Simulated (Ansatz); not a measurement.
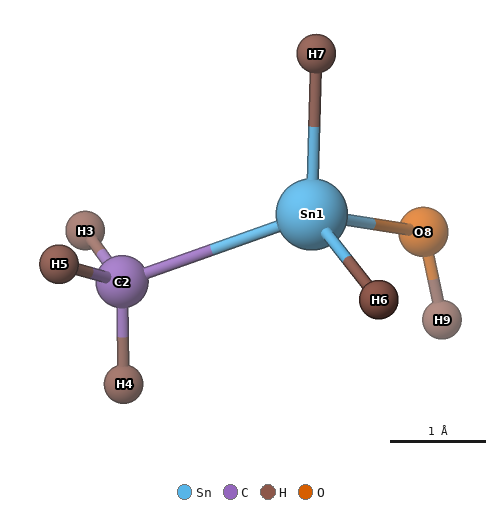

Fig. 1: The structure as given in the input (ball-and-stick view, seen at a tilt; atoms are numbered from 1 in the order of the input). Sticks mark near contacts. Bond lengths as drawn: C–H 1.10 Å, C–Sn 2.17 Å, H–O 0.97 Å, H–Sn 1.72 to 1.73 Å and O–Sn 2.01 Å.

# CH6OSn: nudged elastic band (part 1 of 2)

System: CH6OSn.
Method: RKS B3LYP/def2-SVP (Ansatz 0.2.0).

It belongs to a series of runs on one base structure; here: band between the two ends. Figures and captions count atoms from 1; the log counts them from 0 in places.

## Output
```
Engine: ansatz 0.2.0, aarch64-unknown-linux-gnu
Functional definition: B3LYP
  parameter a0 = 0.2
  parameter ax = 0.72
  parameter ac = 0.81
  exchange = (1 - a0 - ax)*slater_x + ax*b88_x + a0*exact_x
  correlation = (1 - ac)*vwn_rpa_c + ac*lyp_c
997 factors; integrals over basis functions are off by at most 3.6e-4 eV
mean field evaluation 1: about -9002.5614 eV, gradient 6.9e1 eV
mean field evaluation 2: about -8972.0308 eV, gradient 1.3e2 eV
mean field evaluation 4: about -9012.3454 eV, gradient 1.0e1 eV
mean field evaluation 8: about -9012.6058 eV, gradient 6.1e-2 eV
mean field -9012.60579076 eV, -331.2071538469 hartree, gradient 5.0e-5 eV, S^2 0.000000; 0 other end points of the search recorded, 0 dependent functions left out
the calculation of the forces begins
reference -9012.60604431 eV, -331.2071631648 hartree; 21, 21 occupied and 63, 63 virtual orbitals, 997 factors
996 factors; integrals over basis functions are off by at most 1.2e-3 eV
mean field evaluation 16: about -9002.9228 eV, gradient 6.9e1 eV
mean field evaluation 32: about -9013.0962 eV, gradient 1.2e-5 eV
mean field -9013.09615113 eV, -331.2251742581 hartree, gradient 1.2e-5 eV, S^2 0.000000; 0 other end points of the search recorded, 0 dependent functions left out
[... from here on the field's lines of each further geometry are left out, up to the last ...]
NEB iter   1: max|band force component| = 1.300e2 eV/Å  barrier→ = 31.2941 eV  barrier← = 31.7845 eV  Δτ_max = 0.2000 Å  (303 SCF iters)
NEB iter   2: max|band force component| = 6.950e1 eV/Å  barrier→ = 18.1775 eV  barrier← = 18.6679 eV  Δτ_max = 0.2000 Å  (299 SCF iters)
NEB iter   3: max|band force component| = 3.239e1 eV/Å  barrier→ = 6.6506 eV  barrier← = 7.1410 eV  Δτ_max = 0.2000 Å  (281 SCF iters)
NEB iter   4: max|band force component| = 1.619e1 eV/Å  barrier→ = 2.7242 eV  barrier← = 3.2146 eV  Δτ_max = 0.2000 Å  (282 SCF iters)
NEB iter   5: max|band force component| = 7.489e0 eV/Å  barrier→ = 2.6438 eV  barrier← = 3.1342 eV  Δτ_max = 0.2000 Å  (268 SCF iters)
NEB iter   6: max|band force component| = 3.546e0 eV/Å  barrier→ = 1.8052 eV  barrier← = 2.2956 eV  Δτ_max = 0.2000 Å  (276 SCF iters)
NEB iter   7: max|band force component| = 2.088e0 eV/Å  barrier→ = 2.2039 eV  barrier← = 2.6943 eV  Δτ_max = 0.2000 Å  (261 SCF iters)
NEB iter   8: max|band force component| = 5.446e0 eV/Å  barrier→ = 2.6815 eV  barrier← = 3.1719 eV  Δτ_max = 0.1001 Å  (267 SCF iters)
NEB iter   9: max|band force component| = 1.872e0 eV/Å  barrier→ = 2.5206 eV  barrier← = 3.0110 eV  Δτ_max = 0.1963 Å  (257 SCF iters)
NEB iter  10: max|band force component| = 1.292e0 eV/Å  barrier→ = 2.3030 eV  barrier← = 2.7934 eV  Δτ_max = 0.1987 Å  (260 SCF iters)
NEB iter  11: max|band force component| = 3.532e0 eV/Å  barrier→ = 1.6228 eV  barrier← = 2.1131 eV  Δτ_max = 0.1011 Å  (265 SCF iters)
NEB iter  12: max|band force component| = 1.190e0 eV/Å  barrier→ = 1.2783 eV  barrier← = 1.7686 eV  Δτ_max = 0.2000 Å  (255 SCF iters)
NEB iter  13: max|band force component| = 7.887e-1 eV/Å  barrier→ = 1.8939 eV  barrier← = 2.3843 eV  Δτ_max = 0.2000 Å  (257 SCF iters)
NEB iter  14: max|band force component| = 1.622e0 eV/Å  barrier→ = 2.4605 eV  barrier← = 2.9508 eV  Δτ_max = 0.1022 Å  (267 SCF iters)
NEB iter  15: max|band force component| = 8.031e-1 eV/Å  barrier→ = 2.5018 eV  barrier← = 2.9922 eV  Δτ_max = 0.2000 Å  (258 SCF iters)
NEB iter  16: max|band force component| = 1.015e0 eV/Å  barrier→ = 2.4043 eV  barrier← = 2.8947 eV  Δτ_max = 0.1019 Å  (262 SCF iters)
NEB iter  17: max|band force component| = 1.281e0 eV/Å  barrier→ = 2.1293 eV  barrier← = 2.6197 eV  Δτ_max = 0.0507 Å  (260 SCF iters)
NEB iter  18: max|band force component| = 7.697e-1 eV/Å  barrier→ = 2.0223 eV  barrier← = 2.5127 eV  Δτ_max = 0.0502 Å  (260 SCF iters)
NEB iter  19: max|band force component| = 6.098e-1 eV/Å  barrier→ = 1.8030 eV  barrier← = 2.2934 eV  Δτ_max = 0.0502 Å  (258 SCF iters)
NEB iter  20: max|band force component| = 1.923e0 eV/Å  barrier→ = 1.6400 eV  barrier← = 2.1303 eV  CI = image 3  Δτ_max = 0.0500 Å  (258 SCF iters)
NEB iter  21: max|band force component| = 1.977e0 eV/Å  barrier→ = 1.6943 eV  barrier← = 2.1847 eV  CI = image 3  Δτ_max = 0.1008 Å  (257 SCF iters)
NEB iter  22: max|band force component| = 2.126e0 eV/Å  barrier→ = 1.8567 eV  barrier← = 2.3470 eV  CI = image 3  Δτ_max = 0.2000 Å  (254 SCF iters)
NEB iter  23: max|band force component| = 1.501e0 eV/Å  barrier→ = 2.4814 eV  barrier← = 2.9718 eV  CI = image 3  Δτ_max = 0.2000 Å  (257 SCF iters)
NEB iter  24: max|band force component| = 9.117e-1 eV/Å  barrier→ = 2.5550 eV  barrier← = 3.0454 eV  CI = image 3  Δτ_max = 0.1564 Å  (265 SCF iters)
NEB iter  25: max|band force component| = 4.943e-1 eV/Å  barrier→ = 2.4655 eV  barrier← = 2.9559 eV  CI = image 3  Δτ_max = 0.1912 Å  (257 SCF iters)
NEB iter  26: max|band force component| = 1.997e0 eV/Å  barrier→ = 2.4416 eV  barrier← = 2.9320 eV  CI = image 3  Δτ_max = 0.1040 Å  (250 SCF iters)
NEB iter  27: max|band force component| = 3.616e-1 eV/Å  barrier→ = 2.4296 eV  barrier← = 2.9199 eV  CI = image 3  Δτ_max = 0.1251 Å  (253 SCF iters)
NEB iter  28: max|band force component| = 2.754e-1 eV/Å  barrier→ = 2.4216 eV  barrier← = 2.9119 eV  CI = image 3  Δτ_max = 0.1249 Å  (252 SCF iters)
NEB iter  29: max|band force component| = 1.046e-1 eV/Å  barrier→ = 2.4174 eV  barrier← = 2.9077 eV  CI = image 3  Δτ_max = 0.1341 Å  (246 SCF iters)
NEB iter  30: max|band force component| = 1.290e-1 eV/Å  barrier→ = 2.4151 eV  barrier← = 2.9055 eV  CI = image 3  Δτ_max = 0.0693 Å  (256 SCF iters)
NEB iter  31: max|band force component| = 1.094e-1 eV/Å  barrier→ = 2.4134 eV  barrier← = 2.9038 eV  CI = image 3  Δτ_max = 0.0690 Å  (258 SCF iters)
NEB iter  32: max|band force component| = 1.560e-1 eV/Å  barrier→ = 2.4116 eV  barrier← = 2.9020 eV  CI = image 3  Δτ_max = 0.0344 Å  (260 SCF iters)
NEB iter  33: max|band force component| = 1.010e-1 eV/Å  barrier→ = 2.4106 eV  barrier← = 2.9009 eV  CI = image 3  Δτ_max = 0.0344 Å  (260 SCF iters)
NEB iter  34: max|band force component| = 1.705e-1 eV/Å  barrier→ = 2.4095 eV  barrier← = 2.8999 eV  CI = image 3  Δτ_max = 0.0173 Å  (259 SCF iters)
the calculation of the forces begins
reference -9013.09297951 eV, -331.2250577033 hartree; 21, 21 occupied and 63, 63 virtual orbitals, 996 factors
998 factors; integrals over basis functions are off by at most 5.6e-4 eV
mean field evaluation 2496: about -9010.1967 eV, gradient 2.3e-5 eV
mean field -9010.19667462 eV, -331.1186204615 hartree, gradient 2.3e-5 eV, S^2 0.000000; 1 other end points of the search recorded, 0 dependent functions left out
the calculation of the forces begins
reference -9010.19691294 eV, -331.1186292197 hartree; 21, 21 occupied and 63, 63 virtual orbitals, 998 factors
NEB iter  35: max|band force component| = 4.160e-2 eV/Å  barrier→ = 2.4091 eV  barrier← = 2.8995 eV  CI = image 3  Δτ_max = 0.0000 Å  (495 SCF iters)
```

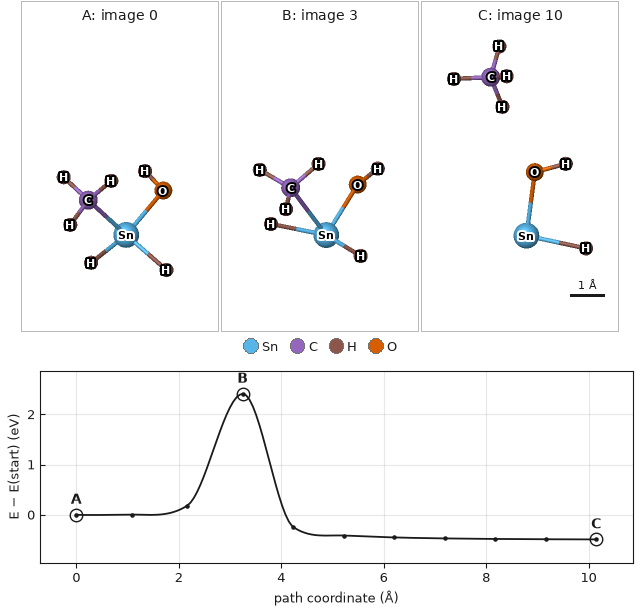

Fig. 2: Images of the last band (counted from 0; ball-and-stick, seen at a tilt) above the energy along the path; the line is a cubic interpolation that uses the forces. The highest image is number 3, 2.409 eV above the start and 2.899 eV above the end (the climbing image); the end lies 0.490 eV below the start. The path is 10.15 Å long. The band converged in 35 iterations.

```
Total energy: -9010.19691294 eV, -331.1186292197 hartree
Atom 0 at     0.363611     0.046837    -0.489337 Å, force    -0.014806     0.009805     0.013063 eV/Å
Atom 1 at     1.158584    -0.032358     1.893034 Å, force    -0.025046    -0.004947    -0.041344 eV/Å
Atom 2 at     0.251282    -0.479396     2.323598 Å, force    -0.000901    -0.008046     0.007555 eV/Å
Atom 3 at     2.028737    -0.666226     2.101757 Å, force     0.015020     0.008024     0.010308 eV/Å
Atom 4 at     1.312130     1.001001     2.228506 Å, force     0.009972     0.001297     0.013735 eV/Å
Atom 5 at     1.940924    -0.114873     0.131912 Å, force     0.021386    -0.003251     0.008969 eV/Å
Atom 6 at    -0.657468     1.343338     0.003312 Å, force    -0.001650     0.006283    -0.009023 eV/Å
Atom 7 at    -0.670465    -1.677521    -0.448046 Å, force     0.013095    -0.019735    -0.030955 eV/Å
Atom 8 at    -1.350435    -1.665399     0.239964 Å, force    -0.017069     0.010569     0.027692 eV/Å
Dipole moment:     0.009981     0.297574     0.230366 e Å
this run last wrote the band of iteration 35 to [file]
```

## The last band as extended XYZ (Å, eV, eV/Å)
```
9
Properties=species:S:1:pos:R:3:forces:R:3 image=0 energy=-9012.60579
Sn    0.3599    0.0721    0.0846    0.0014  -0.0049   0.0073
C     1.0217    0.0028    2.1488    0.0004   0.0130  -0.0016
H     0.1496    0.0553    2.8162   -0.0017  -0.0028  -0.0039
H     1.5721   -0.9290    2.3436   -0.0003  -0.0032  -0.0015
H     1.6835    0.8580    2.3531    0.0009  -0.0027  -0.0017
H     1.6841   -0.1272   -1.0104   -0.0008   0.0018   0.0023
H    -0.5536    1.4833   -0.2662   -0.0013  -0.0046  -0.0001
O    -0.9742   -1.3915   -0.2491    0.0187  -0.0193   0.0033
H    -0.5662   -2.2685   -0.2359   -0.0174   0.0227  -0.0042
9
Properties=species:S:1:pos:R:3:forces:R:3 image=1 energy=-9012.60179
Sn    0.4291    0.0609    0.0446    0.0076   0.0008   0.0053
C     1.0291   -0.0317    2.1261    0.0021   0.0065   0.0060
H     0.1526    0.0526    2.7848   -0.0039   0.0010   0.0010
H     1.5331   -0.9905    2.3141    0.0133   0.0018   0.0062
H     1.7241    0.7915    2.3495    0.0021   0.0007   0.0038
H     1.7686    0.1497   -1.0257   -0.0038  -0.0025  -0.0052
H    -0.7025    1.3369   -0.2376   -0.0048   0.0002   0.0013
O    -0.4123   -1.6853   -0.4768   -0.0094  -0.0176   0.0044
H    -1.1449   -1.9289    0.1056   -0.0032   0.0090  -0.0228
9
Properties=species:S:1:pos:R:3:forces:R:3 image=2 energy=-9012.42289
Sn    0.4215    0.0166   -0.0012    0.0682  -0.0008   0.4430
C     1.0465   -0.0343    2.0530   -0.1137  -0.0054   0.1421
H     0.2478   -0.4517    2.6740    0.0002   0.0131   0.3188
H     1.9516   -0.6547    2.1282   -0.0688  -0.0145   0.0292
H     1.2832    0.9938    2.3644   -0.0330  -0.0203   0.1419
H     1.9741   -0.0810   -0.6777    0.0338   0.0208  -0.7293
H    -0.6125    1.3674   -0.2615    0.0652   0.0345  -0.2392
O    -0.6024   -1.6494   -0.4611    0.0462   0.0341  -0.0283
H    -1.3329   -1.7513    0.1666    0.0020  -0.0613  -0.0782
9
Properties=species:S:1:pos:R:3:forces:R:3 image=3 energy=-9010.19667
Sn    0.3636    0.0468   -0.4893   -0.0148   0.0098   0.0131
C     1.1586   -0.0324    1.8930   -0.0250  -0.0049  -0.0413
H     0.2513   -0.4794    2.3236   -0.0009  -0.0080   0.0076
H     2.0287   -0.6662    2.1018    0.0150   0.0080   0.0103
H     1.3121    1.0010    2.2285    0.0100   0.0013   0.0137
H     1.9409   -0.1149    0.1319    0.0214  -0.0033   0.0090
H    -0.6575    1.3433    0.0033   -0.0016   0.0063  -0.0090
O    -0.6705   -1.6775   -0.4480    0.0131  -0.0197  -0.0310
H    -1.3504   -1.6654    0.2400   -0.0171   0.0106   0.0277
9
Properties=species:S:1:pos:R:3:forces:R:3 image=4 energy=-9012.85120
Sn    0.2366    0.0827   -0.9724   -0.1611   0.0038  -0.4722
C     1.3670   -0.0517    1.8520    0.2262  -0.0130  -0.0959
H     0.3701   -0.4912    2.0092    0.1552   0.0033  -0.3084
H     2.1129   -0.6785    2.3518    0.1086  -0.0076   0.2361
H     1.3746    0.9739    2.2448    0.1053  -0.0219  -0.0068
H     1.7098   -0.0464    0.7795   -0.2611   0.0390   0.6205
H    -0.7522    1.2327    0.0193   -0.0890  -0.1038   0.0211
O    -0.6705   -1.6549   -0.4820   -0.0350   0.0305   0.0165
H    -1.3714   -1.6111    0.1824   -0.0491   0.0696  -0.0110
9
Properties=species:S:1:pos:R:3:forces:R:3 image=5 energy=-9013.01830
Sn    0.0412   -0.0227   -1.2445   -0.0177   0.0083  -0.0203
C     1.5244   -0.0211    1.9791    0.0209   0.0139  -0.0250
H     0.4770   -0.3474    1.9347    0.0043  -0.0117  -0.0107
H     2.1520   -0.8638    2.2993    0.0165   0.0066   0.0300
H     1.6265    0.8206    2.6777   -0.0039  -0.0165   0.0245
H     1.8661    0.3048    0.9822    0.0008   0.0088   0.0149
H    -1.0571    1.1088   -0.3458    0.0022  -0.0070  -0.0150
O    -0.7660   -1.6959   -0.4601   -0.0081  -0.0139  -0.0016
H    -1.4873   -1.5278    0.1620   -0.0150   0.0116   0.0031
```
